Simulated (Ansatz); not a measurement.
A series of calculations on C3H8FN

Part 1: Relaxation

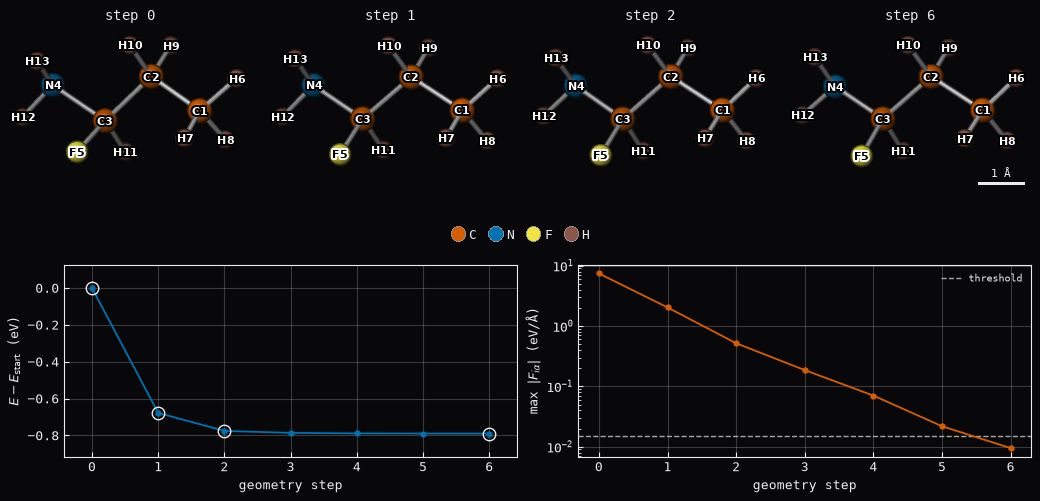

Frames of a relaxation of C$_{3}$H$_{8}$FN, marked on the history of the run. Style: ball-and-stick. Shown at a tilt.

The run prepares an end point of a later path (torsion) calculation, from a guessed geometry.

These are results of Ansatz 0.2.0, RKS r2SCAN-D4/def2-SVP, not measurements. Set-up: no spin polarisation; force threshold 0.015 eV/Å; at most 40 steps.

Describe the path.

Answer. After 6 geometry steps the energy has fallen by 0.790 eV. Largest force component: 7.4 eV/Å at the start, 0.0095 eV/Å at the end. The atom that moves furthest after the best rigid fit is F5 (0.15 Å). By element the largest moves are F 0.15 Å, H 0.10 Å, C 0.07 Å, N 0.06 Å. Some distances before and after: C3–N4 1.523 → 1.411 Å, N4–H13 0.923 → 1.020 Å, C1–C2 1.463 → 1.522 Å, C1–H6 1.158 → 1.100 Å. Bond angles that change, for instance: N4–C3–F5 102.5° → 112.1°, C3–N4–H12 104.8° → 111.4°, F5–C3–H11 110.8° → 104.9°. From step 0 to 1: F5 moves most (0.10 Å), energy −0.678 eV. From step 1 to 2: N4 moves most (0.06 Å), energy −0.098 eV. From step 2 to 6: H13 moves most (0.03 Å), energy −0.014 eV.

| step | E − E(0), eV | largest force component, eV/Å |
| --- | --- | --- |
| 0 | 0.0000 | 7.4456 |
| 1 | -0.6776 | 2.0350 |
| 2 | -0.7754 | 0.5192 |
| 3 | -0.7860 | 0.1861 |
| 4 | -0.7889 | 0.0703 |
| 5 | -0.7896 | 0.0218 |
| 6 | -0.7897 | 0.0095 |

Part 2: Relaxation

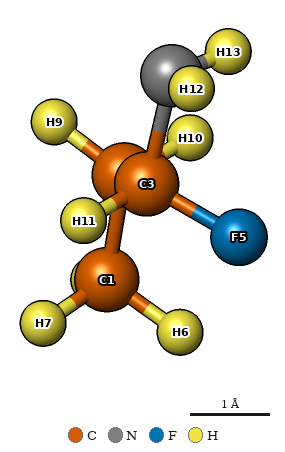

Starting structure of C₃H₈FN. Style: ball-and-stick. Shown from a free direction.

The run prepares an end point of a later path (torsion) calculation, from a guessed geometry.

Computed with Ansatz 0.2.0, RKS r2SCAN-D4/def2-SVP.

Input file:
```yaml
crystal:
  periodic: [false, false, false]
  atoms:
    - { symbol: C, position_ang: [-0.9824, 1.1999, -0.654] }
    - { symbol: C, position_ang: [-0.0504, 0.6256, 0.3168] }
    - { symbol: C, position_ang: [1.29366, 1.32002, 0.19178] }
    - { symbol: "N", position_ang: [2.23751, 0.78638, 1.26126] }
    - { symbol: F, position_ang: [1.16329, 2.64258, 0.54184] }
    - { symbol: H, position_ang: [-1.1541, 2.3285, -0.4606] }
    - { symbol: H, position_ang: [-0.6506, 1.1394, -1.6923] }
    - { symbol: H, position_ang: [-1.9748, 0.7854, -0.5943] }
    - { symbol: H, position_ang: [0.05364, -0.49687, 0.16803] }
    - { symbol: H, position_ang: [-0.47, 0.74395, 1.32902] }
    - { symbol: H, position_ang: [1.71888, 1.22556, -0.79269] }
    - { symbol: H, position_ang: [3.07364, 1.34121, 1.16624] }
    - { symbol: H, position_ang: [1.8191, 0.9447, 2.06841] }
basis:
  gaussian: { orbitals: def2-SVP }
hamiltonian:
  xc: r2scan
  dispersion: d4
relax:
  f_tol: 0.015
  max_steps: 40
```

Run as
```bash
ansatz run input.yaml --threads 2 --pin off --max-ram 3072MiB --backend cpu --events-out ev --progress --plain --runs-dir out
```

Predict the outcome.

The energy falls by 18.1 kcal/mol in 6 geometry steps. Largest force component: 7.5 eV/Å at the start, 0.0057 eV/Å at the end. The atom that moves furthest after the best rigid fit is F5 (0.13 Å). Largest moves by element: F 0.13 Å, H 0.12 Å, C 0.07 Å, N 0.06 Å. Near-neighbour distances that change, for instance: C3–N4 1.523 → 1.411 Å, N4–H13 0.923 → 1.020 Å, C1–C2 1.463 → 1.522 Å, C1–H6 1.158 → 1.100 Å. Bond angles that change, for instance: N4–C3–F5 102.5° → 112.1°, C3–N4–H12 104.8° → 111.4°, F5–C3–H11 110.8° → 104.9°. The run took 30 s on 2 threads of Arm Neoverse V1, with other jobs on the host, peak memory 0.16 GiB.

Final geometry:

```xyz
13

C    -1.0390    1.2357   -0.6754
C    -0.0422    0.6539    0.3167
C     1.3171    1.3238    0.2622
N     2.2141    0.7845    1.2090
F     1.1082    2.7167    0.4570
H    -1.1770    2.3120   -0.4961
H    -0.6872    1.1105   -1.7128
H    -2.0187    0.7417   -0.5928
H     0.1079   -0.4249    0.1451
H    -0.4252    0.7602    1.3488
H     1.7616    1.2422   -0.7472
H     3.1153    1.2582    1.1799
H     1.8424    0.8718    2.1549
```

After the run, drawn alike:

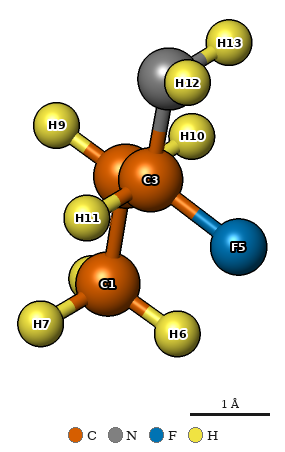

Part 3: Path

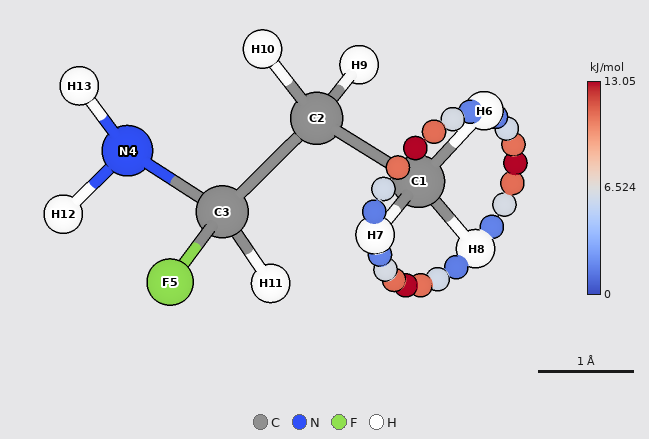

NEB run on C₃H₈FN. Images are numbered from 0 (start) to 8 (end). The start is drawn whole; smaller spheres mark the moving atoms (H) in the later images, joined by lines and coloured by the energy of the image relative to the start. A ball-and-stick model, seen at a tilt.

These are results of RKS r2SCAN-D4/def2-SVP (Ansatz 0.2.0), not measurements. Settings: 7 movable images; climbing image; force threshold 0.05 eV/Å; iteration limit 49; starting path through a guess of the saddle point.

Q: What moves, how far, and at what cost in energy?

A: The motion is a rotation about the C1–C2 bond by about 120°. No bond forms or breaks between the ends. The two ends have the same energy, and the highest point, image 4, lies 13.0 kJ/mol above the start. The band converged in 6 iterations, with a climbing image at the top. At the top, the vibrational analysis gives one imaginary mode (244i cm⁻¹), as a transition state must have.
